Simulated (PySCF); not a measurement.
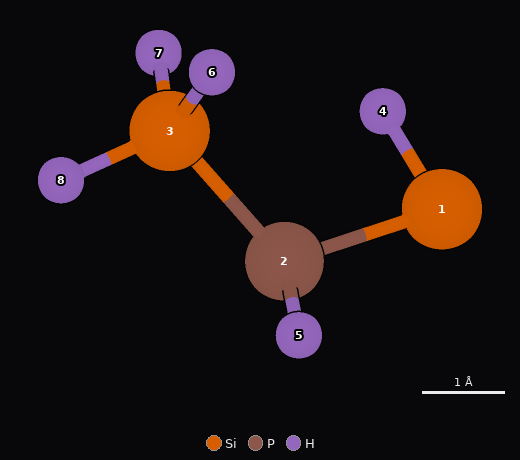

Figure 1. The input geometry (ball-and-stick view, seen at a tilt; atoms are numbered from 1 in the order of the input). Bond lengths as drawn: H–P 1.42 Å, H–Si 1.49 to 1.53 Å and P–Si 2.18 to 2.24 Å.

# Si$_{2}$PH$_{5}$: NMR shielding calculation

- system: Si$_{2}$PH$_{5}$
- method: GIAO PBE0/pcSseg-2 NMR shielding, non-relativistic, gas phase (PySCF 2.14.0)

The geometry comes from this level: PBE0-D3(BJ)/def2-SVP. Figures and captions count atoms from 1; the log counts them from 0 in places.

## Log
```
coarse grid: 7976 points
cycle   1  E = -922.9424057949  dE = -1.283e-01  |g| = 2.046e-01  |ddm| = 2.135e+00
cycle   2  E = -922.9411996820  dE =  1.206e-03  |g| = 1.797e-01  |ddm| = 3.865e-01
cycle   3  E = -922.9499140153  dE = -8.714e-03  |g| = 6.808e-02  |ddm| = 2.758e-01
cycle   4  E = -922.9513694768  dE = -1.455e-03  |g| = 1.254e-02  |ddm| = 9.339e-02
cycle   5  E = -922.9514183570  dE = -4.888e-05  |g| = 4.297e-03  |ddm| = 1.820e-02
cycle   6  E = -922.9514243732  dE = -6.016e-06  |g| = 7.659e-04  |ddm| = 6.135e-03
final grid: 62640 points
cycle   7  E = -922.9626884696  dE = -2.539e-05  |g| = 2.767e-03  |ddm| = 1.399e-02
cycle   8  E = -922.9626871350  dE =  1.335e-06  |g| = 2.971e-03  |ddm| = 5.401e-03
cycle   9  E = -922.9626897033  dE = -2.568e-06  |g| = 6.835e-04  |ddm| = 4.183e-03
cycle  10  E = -922.9626898769  dE = -1.736e-07  |g| = 1.115e-04  |ddm| = 9.994e-04
cycle  11  E = -922.9626898807  dE = -3.792e-09  |g| = 2.282e-05  |ddm| = 1.420e-04
cycle  12  E = -922.9626898809  dE = -1.353e-10  |g| = 5.008e-06  |ddm| = 2.899e-05
```

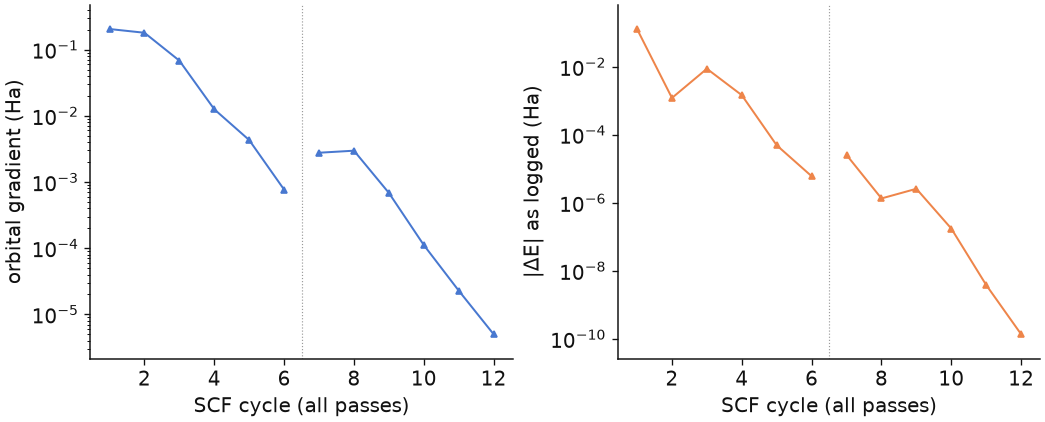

Figure 2. Convergence of the self-consistent field: orbital gradient and size of the energy change against the SCF cycle. The dotted line marks the change from a coarse to the final integration grid. The first 6 cycles use a coarse grid, the final grid takes over at cycle 7, and the field converges after 12 cycles in all.

```
converged SCF energy = -922.9626898809

GIAO shielding tensors (ppm)
atom      isotropic    diamagn.    paramagn.     s11        s22        s33       span
  0 Si    -154.714     876.414   -1031.128   -959.837    -37.876    533.572   1493.410
  1 P      316.823     970.063    -653.239    -63.776    473.346    540.900    604.676
  2 Si     418.683     878.979    -460.295    385.998    415.103    454.950     68.952
  3 H       20.463      29.766      -9.303     12.839     23.698     24.851     12.011
  4 H       25.500      29.886      -4.386     22.830     24.484     29.187      6.358
  5 H       26.688      28.833      -2.145     23.301     25.049     31.713      8.412
  6 H       26.605      29.278      -2.674     24.114     25.137     30.563      6.450
  7 H       26.747      28.469      -1.722     23.300     24.973     31.969      8.669
```

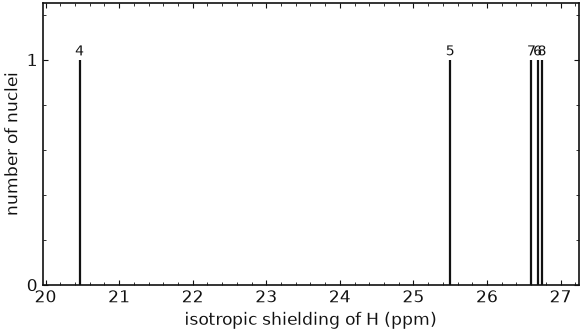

Figure 3. Isotropic shieldings of the hydrogen nuclei in this fixed geometry, labelled by atom number; shielding grows to the right, so chemical shift grows to the left. The least shielded is H4 (20.5 ppm), the most shielded H8 (26.7 ppm).

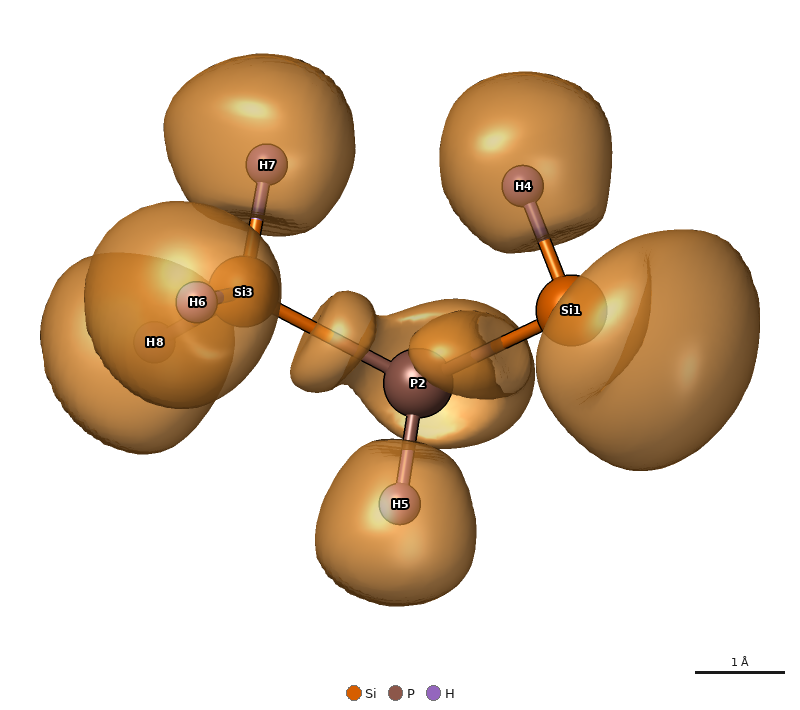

Figure 4. Isosurface of the electron localisation function at 0.8 (orange), seen at a tilt. Only the valence region is drawn (cores and ρ < 0.01 e/Å³ removed). Values along the shortest contacts: Si–P (2.18 Å): the ELF peaks at about 0.90 between the atoms, as expected for localised, shared-pair bonding. P–H (1.42 Å): the ELF climbs to about 1 towards the hydrogen, as it does in any bond to H.

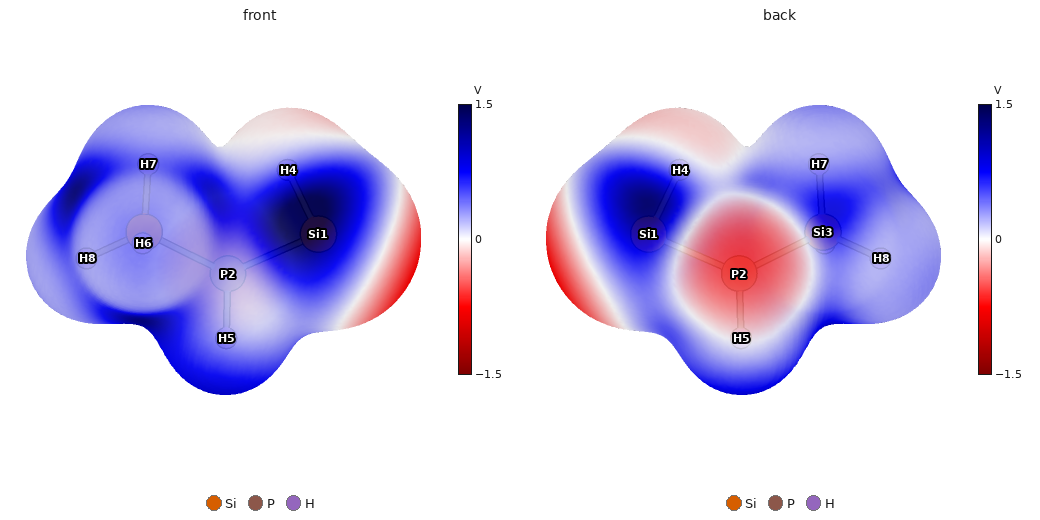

Figure 5. The molecular electrostatic potential painted on the density surface at 0.002 e/bohr³, seen at a tilt and from behind; red is negative and blue positive. Its dipole moment is 1.24 D.

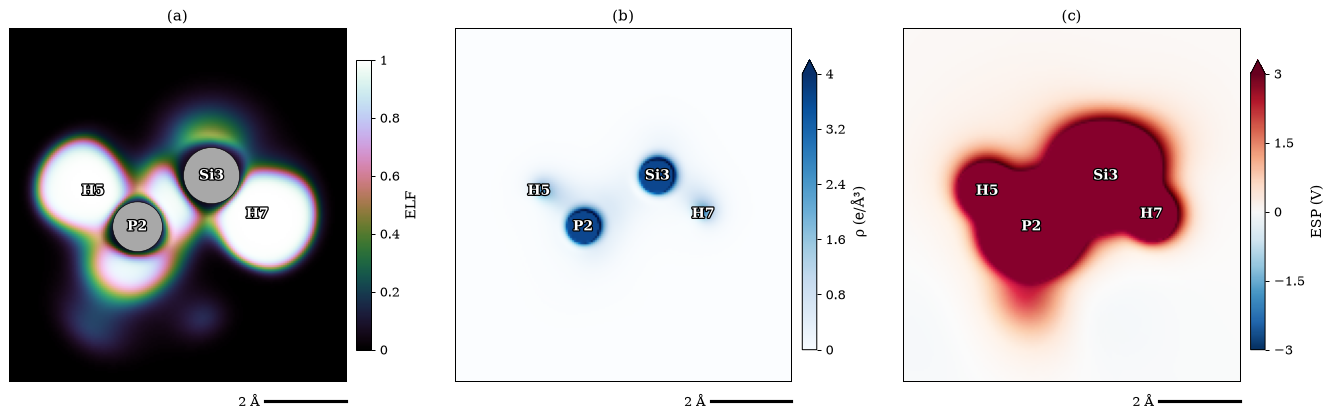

Figure 6. (a) electron localisation function; (b) total electron density; (c) molecular electrostatic potential on the plane of atoms Si3, P2 and H5. Grey discs, where drawn, cover atomic cores. The section cuts through P, Si and H sites. P–H (1.42 Å): ρ at the midpoint is about 1.1 e/Å³; the ELF climbs to about 1 towards the hydrogen. Si–P (2.24 Å): ρ at the midpoint is about 0.72 e/Å³; the ELF peaks at about 0.95 between the atoms, which marks a covalent bond. Si–H (1.49 Å): ρ at the midpoint is about 0.82 e/Å³; the ELF climbs to about 1 towards the hydrogen. The potential has no marked negative region in this plane.

This output came from the following input.

## Input
```
{"job": {"kind": "nmr", "xc": "PBE0", "basis": "pcSseg-2"}, "charge": 0, "multiplicity": 1}
Si     2.601624     0.018864     0.299449
P      0.799046     0.018437    -0.933734
Si    -1.180097    -0.000004     0.113161
H      1.871493     0.945978     1.279804
H      0.792015    -1.079051    -1.832903
H     -1.429168    -1.276984     0.847180
H     -1.127352     1.138754     1.073684
H     -2.281483     0.205321    -0.874641
```

The first line tells a small driver script what to run in PySCF; the rest is the geometry in Å.

Command:
```bash
OMP_NUM_THREADS=1 python <driver script> task.json out
```

## Key numbers

| quantity | value |
| --- | --- |
| outcome | converged |
| total energy | −922.962690 hartree |
| HOMO | −6.69 eV |
| LUMO | −2.65 eV |
| dipole moment | 1.24 D |
| isotropic shielding, Si | −154.7 to 418.7 ppm |
| isotropic shielding, P | 316.8 ppm |
| isotropic shielding, H | 20.5 to 26.7 ppm |
| hardware | 1 CPU thread, shared host |
| wall time | 36 s |
| peak memory | 0.77 GiB |
